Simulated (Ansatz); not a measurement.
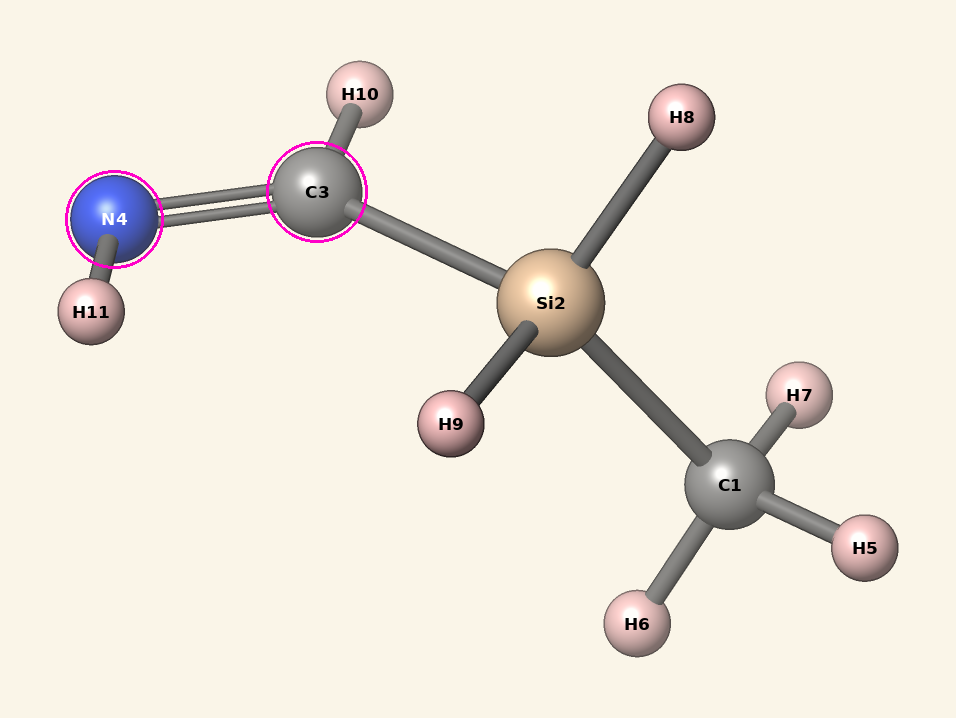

Atoms fade into the background with distance from the viewer. Circles mark the stereogenic atoms. Computed geometry: PBE-D4/def2-SVP optimisation. No frequency run is at hand to confirm it as a minimum.

What are the Cahn–Ingold–Prelog descriptors?

Answer. C3=N4: Z.

Write the isomeric SMILES.

Answer. [H]/N=C\[SiH2]C
